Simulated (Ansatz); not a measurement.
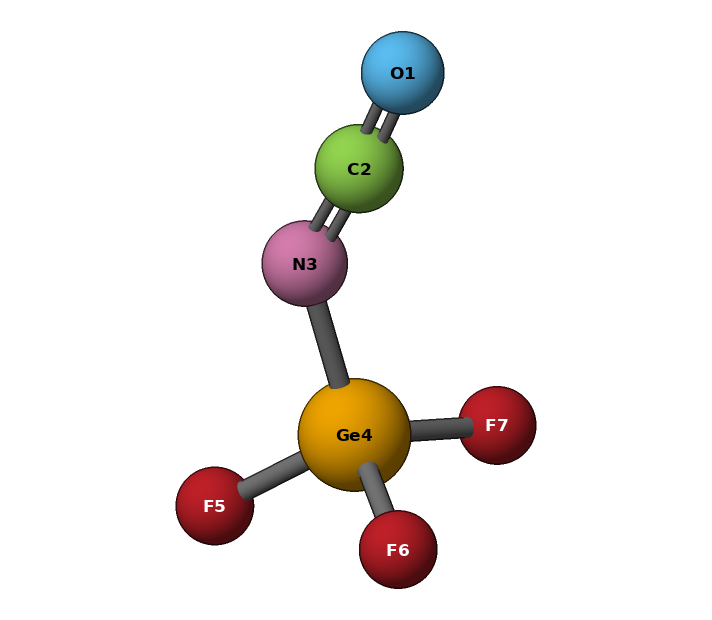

The questions are on Mulliken charges. The computed structure is the end point of a PBE0-D4/def2-TZVP optimisation. Method: RKS PBE-D4/def2-TZVPP (Ansatz 0.2.0).

Q: Which atom carries the highest charge (most positive or least negative)?

A: Ge4 (0.96 e).

Q: And the lowest?

A: F5, F6, F7 (−0.28 e).

Give the Mulliken charges atom by atom.

```tsv
atom	value (e)
O1	−0.12
C2	0.20
N3	−0.21
Ge4	0.96
F5	−0.28
F6	−0.28
F7	−0.28
```

Mulliken values depend strongly on the basis set and can even reverse the polarity of a bond.
